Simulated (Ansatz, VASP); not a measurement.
## Cross-check of Ba2H3NO6 between VASP and Ansatz

Wanted: the spread between two codes on one cell, functional and k mesh.

Program: Ansatz 0.2.0. Level of theory: plane waves, with VASP 6.6.1 beside it; single point at LDA. Results are calculated unless marked as measured.

### 1. Starting point

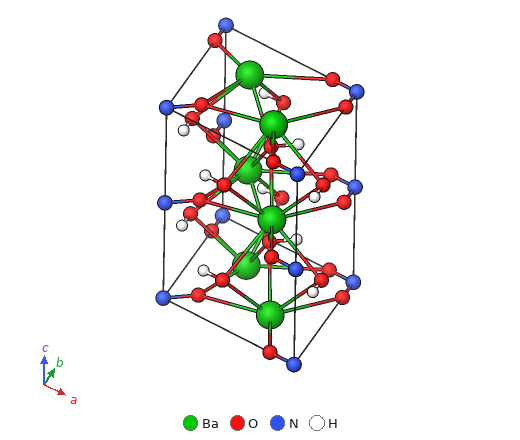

Start, viewed slightly off an axis; barium green, oxygen red, nitrogen blue, hydrogen white. Some periodic images of atoms are drawn too.

### 2. VASP: single point, LDA

A single point gives forces, pressure and levels at one fixed geometry, so differences don't come from the geometry; what else differs is listed under the comparison.

Lines of VASP's logs that name or quote its potential files are left out, and so is its time.

The input, INCAR:

```
SYSTEM = Ba2H3NO6
PREC = Normal
ENCUT = 400
EDIFF = 1E-05
NELM = 120
ISMEAR = 0
SIGMA = 0.05
LREAL = Auto
ALGO = Fast
GGA = CA
NBANDS = 88
LORBIT = 11
LWAVE = .FALSE.
LCHARG = .FALSE.
NCORE = 4
```

The input, POSCAR:

```
Ba2H3NO6
1.0
    6.8103395504      0.0000000000      0.0000000000
   -3.4051697752      5.8979270590      0.0000000000
    0.0000000000      0.0000000000      7.4573081244
Ba O N H
4 12 2 6
Direct
    0.6666666667      0.3333333333      0.0000000000
    0.6666666667      0.3333333333      0.5000000000
    0.3333333333      0.6666666667      0.0000000000
    0.3333333333      0.6666666667      0.5000000000
    0.0000000000      0.4463000754      0.2500000000
    0.0000000000      0.4463000754      0.7500000000
    0.5536999246      0.5536999246      0.2500000000
    0.5536999246      0.5536999246      0.7500000000
    0.4463000754      0.0000000000      0.2500000000
    0.4463000754      0.0000000000      0.7500000000
    0.8155368401      0.0000000000      0.0000000000
    0.8155368401      0.0000000000      0.5000000000
    0.0000000000      0.8155368401      0.0000000000
    0.0000000000      0.8155368401      0.5000000000
    0.1844631599      0.1844631599      0.0000000000
    0.1844631599      0.1844631599      0.5000000000
    0.0000000000      0.0000000000      0.0000000000
    0.0000000000      0.0000000000      0.5000000000
    0.0000000000      0.3022213261      0.2500000000
    0.0000000000      0.3022213261      0.7500000000
    0.6977786739      0.6977786739      0.2500000000
    0.6977786739      0.6977786739      0.7500000000
    0.3022213261      0.0000000000      0.2500000000
    0.3022213261      0.0000000000      0.7500000000
```

The input, KPOINTS:

```
Automatic mesh
0
Gamma
2 2 2
0 0 0
```

The projector-augmented-wave data sets are Ba_sv, O, N and H (LDA family, release 64).

The run is started by

```console
mpirun -np 4 vasp_std
```

Numbers of over 12 decimals in the logs are rounded to 6 here.

What it wrote:

```text
[banner, memory and clock lines left out]
running    4 mpi-ranks, on    1 nodes
 distrk:  each k-point on    4 cores,    1 groups
 distr:  one band on    4 cores,    1 groups

 POSCAR found type information on POSCAR BaO N H
 POSCAR found :  4 types and      24 ions
 LDA part: xc-table for (Slater(with rela. corr.)+CA(PZ))
 , standard interpolation
 POSCAR, INCAR and KPOINTS ok, starting setup
 FFT: planning ... GRIDC
 FFT: planning ... GRID_SOFT
 FFT: planning ... GRID
 WAVECAR not read
 entering main loop
       N       E                     dE             d eps       ncg     rms          rms(c)
DAV:   1     0.719259749447E+03    0.71926E+03   -0.56915E+04   704   0.111E+03
DAV:   2    -0.112379061389E+03   -0.83164E+03   -0.79115E+03   896   0.283E+02
DAV:   3    -0.171862673772E+03   -0.59484E+02   -0.59029E+02   872   0.783E+01
DAV:   4    -0.174352137369E+03   -0.24895E+01   -0.24855E+01  1088   0.121E+01
DAV:   5    -0.174395206162E+03   -0.43069E-01   -0.43064E-01   904   0.164E+00    0.271E+01
RMM:   6    -0.155717337608E+03    0.18678E+02   -0.67771E+01   757   0.213E+01    0.117E+01
RMM:   7    -0.155087581769E+03    0.62976E+00   -0.61304E+00   882   0.647E+00    0.759E+00
RMM:   8    -0.154409121333E+03    0.67846E+00   -0.22575E+00   901   0.469E+00    0.164E+00
RMM:   9    -0.154397144615E+03    0.11977E-01   -0.57485E-01   986   0.176E+00    0.691E-01
RMM:  10    -0.154402144650E+03   -0.50000E-02   -0.13168E-01   976   0.928E-01    0.297E-01
RMM:  11    -0.154405382587E+03   -0.32379E-02   -0.50789E-02  1048   0.454E-01    0.279E-01
RMM:  12    -0.154404930543E+03    0.45204E-03   -0.13884E-02  1028   0.237E-01    0.929E-02
RMM:  13    -0.154405528620E+03   -0.59808E-03   -0.72517E-03  1046   0.153E-01    0.688E-02
RMM:  14    -0.154405673426E+03   -0.14481E-03   -0.25237E-03   997   0.836E-02    0.215E-02
RMM:  15    -0.154405805895E+03   -0.13247E-03   -0.14202E-03   992   0.502E-02    0.123E-02
RMM:  16    -0.154405852879E+03   -0.46984E-04   -0.45107E-04   858   0.280E-02    0.135E-02
RMM:  17    -0.154405870686E+03   -0.17807E-04   -0.23136E-04   810   0.212E-02    0.510E-03
RMM:  18    -0.154405880042E+03   -0.93556E-05   -0.94386E-05   726   0.120E-02
   1 F= -.15440588E+03 E0= -.15440588E+03  d E =-.215467E-21
```

From OUTCAR (step 2):

```text
ion  position               nearest neighbor table
   1  0.667  0.333  0.000-   5 2.73   6 2.73   9 2.73  10 2.73   7 2.73   8 2.73  11 2.91  13 2.91
                            15 2.91   2 3.73   2 3.73   3 3.93   3 3.93   3 3.93
   2  0.667  0.333  0.500-   5 2.73   6 2.73   9 2.73  10 2.73   7 2.73   8 2.73  12 2.91  14 2.91
                            16 2.91   1 3.73   1 3.73   4 3.93   4 3.93   4 3.93
   3  0.333  0.667  0.000-   9 2.73  10 2.73   5 2.73   6 2.73   7 2.73   8 2.73  13 2.91  11 2.91
                            15 2.91   4 3.73   4 3.73   1 3.93   1 3.93   1 3.93
   4  0.333  0.667  0.500-   9 2.73  10 2.73   5 2.73   6 2.73   7 2.73   8 2.73  14 2.91  12 2.91
                            16 2.91   3 3.73   3 3.73   2 3.93   2 3.93   2 3.93
   5  0.000  0.446  0.250-  19 0.98   2 2.73   1 2.73   4 2.73   3 2.73
   6  0.000  0.446  0.750-  20 0.98   2 2.73   1 2.73   4 2.73   3 2.73
   7  0.554  0.554  0.250-  21 0.98   2 2.73   1 2.73   4 2.73   3 2.73
   8  0.554  0.554  0.750-  22 0.98   2 2.73   1 2.73   4 2.73   3 2.73
   9  0.446  0.000  0.250-  23 0.98   4 2.73   3 2.73   2 2.73   1 2.73
  10  0.446  0.000  0.750-  24 0.98   4 2.73   3 2.73   2 2.73   1 2.73
  11  0.816  0.000  0.000-  17 1.26   1 2.91   3 2.91
  12  0.816  0.000  0.500-  18 1.26   2 2.91   4 2.91
  13  0.000  0.816  0.000-  17 1.26   3 2.91   1 2.91
  14  0.000  0.816  0.500-  18 1.26   4 2.91   2 2.91
  15  0.184  0.184  0.000-  17 1.26   3 2.91   1 2.91
  16  0.184  0.184  0.500-  18 1.26   4 2.91   2 2.91
  17  0.000  0.000  0.000-  13 1.26  15 1.26  11 1.26
  18  0.000  0.000  0.500-  14 1.26  16 1.26  12 1.26
  19  0.000  0.302  0.250-   5 0.98
  20  0.000  0.302  0.750-   6 0.98
  21  0.698  0.698  0.250-   7 0.98
  22  0.698  0.698  0.750-   8 0.98
  23  0.302  0.000  0.250-   9 0.98
  24  0.302  0.000  0.750-  10 0.98

  LATTYP: Found a hexagonal cell.
 ALAT       =     6.8103395504
 C/A-ratio  =     1.0949979908

 Subroutine GETGRP returns: Found 12 space group operations
 (whereof 12 operations were pure point group operations)

The static configuration has the point symmetry D_3h.

 Found      4 irreducible k-points:

   k-points           NKPTS =      4   k-points in BZ     NKDIM =      4   number of bands    NBANDS=     88

   dimension x,y,z NGX =    36 NGY =   36 NGZ =   36
   dimension x,y,z NGXF=    72 NGYF=   72 NGZF=   72

   ENCUT  =  400.0 eV  29.40 Ry    5.42 a.u.  11.11 11.11 12.16*2*pi/ulx,y,z

   NELECT =     128.0000    total number of electrons

 k-points in reciprocal lattice and weights: Automatic mesh
   0.00000000  0.00000000  0.00000000       0.125
   0.50000000  0.00000000  0.00000000       0.375
   0.00000000  0.00000000  0.50000000       0.125
   0.50000000  0.00000000  0.50000000       0.375

 average (electrostatic) potential at core
       1 -35.2803       2 -35.2803       3 -35.2803       4 -35.2803       5 -73.6600
       6 -73.6600       7 -73.6600       8 -73.6600       9 -73.6600      10 -73.6600
      11 -76.5501      12 -76.5501      13 -76.5501      14 -76.5501      15 -76.5501
      16 -76.5501      17 -74.1893      18 -74.1893      19 -36.8260      20 -36.8260
      21 -36.8260      22 -36.8260      23 -36.8260      24 -36.8260

 E-fermi :   0.6867

 k-point     1 :       0.0000    0.0000    0.0000
  band No.  band energies     occupation
    ...
     60      -0.2739      2.00000
     61       0.0410      2.00000
     62       0.0411      2.00000
     63       0.2038      2.00000
     64       0.3541      2.00000
     65       2.6856      0.00000
     66       3.2395      0.00000
     67       4.3730      0.00000
     68       5.1011      0.00000
     69       6.9289      0.00000
    ...

 k-point     2 :       0.5000    0.0000    0.0000
  band No.  band energies     occupation
    ...
     60      -0.3338      2.00000
     61      -0.3306      2.00000
     62      -0.0738      2.00000
     63      -0.0075      2.00000
     64       0.0764      2.00000
     65       2.8155      0.00000
     66       3.1608      0.00000
     67       5.2333      0.00000
     68       5.9531      0.00000
     69       6.2096      0.00000
    ...

 k-point     3 :       0.0000    0.0000    0.5000
  band No.  band energies     occupation
    ...
     60      -0.3699      2.00000
     61      -0.3552      2.00000
     62      -0.3552      2.00000
     63      -0.3552      2.00000
     64      -0.3552      2.00000
     65       2.8994      0.00000
     66       2.8994      0.00000
     67       5.5776      0.00000
     68       5.5776      0.00000
     69       6.5537      0.00000
    ...

  Total       -7.4698684     -7.4698684     -8.3205921      0.0000000      0.0000000      0.0000000
  in kB      -39.9551976    -39.9551976    -44.5055899      0.0000000      0.0000000      0.0000000
  external PRESSURE =     -41.4719950 kB  Pullay stress =       0.0000000 kB

  energy-cutoff  :      400.00
  volume of cell :      299.54
      direct lattice vectors                 reciprocal lattice vectors
     6.810339550  0.000000000  0.000000000     0.146835557  0.084775548  0.000000000
    -3.405169775  5.897927059  0.000000000     0.000000000  0.169551097  0.000000000
     0.000000000  0.000000000  7.457308124     0.000000000  0.000000000  0.134096645

 POSITION                                       TOTAL-FORCE (eV/Angst)
 -----------------------------------------------------------------------------------
      3.40517      1.96598      0.00000         0.000000     -0.000000      0.000000
      3.40517      1.96598      3.72865         0.000000     -0.000000      0.000000
     -0.00000      3.93195      0.00000         0.000000     -0.000000      0.000000
     -0.00000      3.93195      3.72865         0.000000     -0.000000      0.000000
     -1.51973      2.63225      1.86433        -0.008787      0.015220      0.000000
     -1.51973      2.63225      5.59298        -0.008787      0.015220      0.000000
      1.88544      3.26568      1.86433        -0.008787     -0.015220     -0.000000
      1.88544      3.26568      5.59298        -0.008787     -0.015220     -0.000000
      3.03946      0.00000      1.86433         0.017575     -0.000000      0.000000
      3.03946      0.00000      5.59298         0.017575     -0.000000     -0.000000
      5.55408      0.00000      0.00000        -0.054537     -0.000000     -0.000000
      5.55408      0.00000      3.72865        -0.054537     -0.000000      0.000000
     -2.77704      4.80998      0.00000         0.027268     -0.047230     -0.000000
     -2.77704      4.80998      3.72865         0.027268     -0.047230      0.000000
      0.62813      1.08795      0.00000         0.027268      0.047230      0.000000
      0.62813      1.08795      3.72865         0.027268      0.047230     -0.000000
      0.00000      0.00000      0.00000         0.000000     -0.000000      0.000000
      0.00000      0.00000      3.72865         0.000000     -0.000000      0.000000
     -1.02911      1.78248      1.86433         0.026961     -0.046697      0.000000
     -1.02911      1.78248      5.59298         0.026961     -0.046697     -0.000000
      2.37605      4.11545      1.86433         0.026961      0.046697     -0.000000
      2.37605      4.11545      5.59298         0.026961      0.046697     -0.000000
      2.05823      0.00000      1.86433        -0.053921     -0.000000      0.000000
      2.05823      0.00000      5.59298        -0.053921     -0.000000      0.000000
 -----------------------------------------------------------------------------------
    total drift:                               -0.000102     -0.000176     -0.000035

  FREE ENERGIE OF THE ION-ELECTRON SYSTEM (eV)
  ---------------------------------------------------
  free  energy   TOTEN  =      -154.4058800418 eV

  energy  without entropy=     -154.4058800418  energy(sigma->0) =     -154.40588004

 total charge
# of ion       s       p       d       tot
------------------------------------------
    1        2.006   5.630   0.303   7.939
    2        2.006   5.630   0.303   7.939
    3        2.006   5.630   0.303   7.939
    4        2.006   5.630   0.303   7.939
    5        1.574   3.532   0.000   5.106
    6        1.574   3.532   0.000   5.106
    7        1.574   3.532   0.000   5.106
    8        1.574   3.532   0.000   5.106
    9        1.574   3.532   0.000   5.106
   10        1.574   3.532   0.000   5.106
   11        1.600   3.505   0.000   5.104
   12        1.600   3.505   0.000   5.104
   13        1.600   3.505   0.000   5.104
   14        1.600   3.505   0.000   5.104
   15        1.600   3.505   0.000   5.104
   16        1.600   3.505   0.000   5.104
   17        1.215   2.588   0.000   3.803
   18        1.215   2.588   0.000   3.803
   19        0.610   0.115   0.000   0.724
   20        0.610   0.115   0.000   0.724
   21        0.610   0.115   0.000   0.724
   22        0.610   0.115   0.000   0.724
   23        0.610   0.115   0.000   0.724
   24        0.610   0.115   0.000   0.724
--------------------------------------------------
tot         33.155  70.604   1.213 104.972

[... 1 further part left out ...]
```

The run ends at a pressure of -4.15 GPa, with forces up to 0.055 eV/Å.

(Continued in part 2 of 2.)

[Lines on the potential files, build, host, timing and source positions are cut from VASP's logs without a mark.]

[Logs are printed without paths, hosts, clocks, repeated set-up lines and the standing remarks that a program may print on its own settings, such as how far it seeks lower states.]

[Hosts, paths, dates, database ids (printed as entryN), source tags and the programs' standing remarks are cut or masked in the printed files.]
